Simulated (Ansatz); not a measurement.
The starting structures come from a database of crystals and need not be the phases stable at ambient conditions.

 Where the default PAW files enter, the runs use the earlier of Ansatz's two default sets.

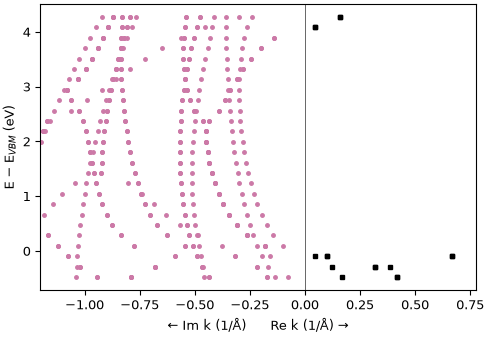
Figure. Complex bands at the centre of the two-dimensional zone; PBEsol (Ansatz, an electronic-structure program)

The gap is the functional's own. No spin-orbit coupling. Mid-gap values are interpolated on the energy grid.

Question: This is SrHfO$_{3}$ (I4/mcm, not sure to be the ambient phase, 10 atoms a cell, 13.6 Å³ an atom) along the normal of (001). Read off the slowest decay at the centre of the two-dimensional zone at 2.00 eV, the computed energy nearest the middle of the gap.

Answer: κ ≈ 0.28 1/Å, a decay length 1/(2κ) of the density of 1.8 Å.
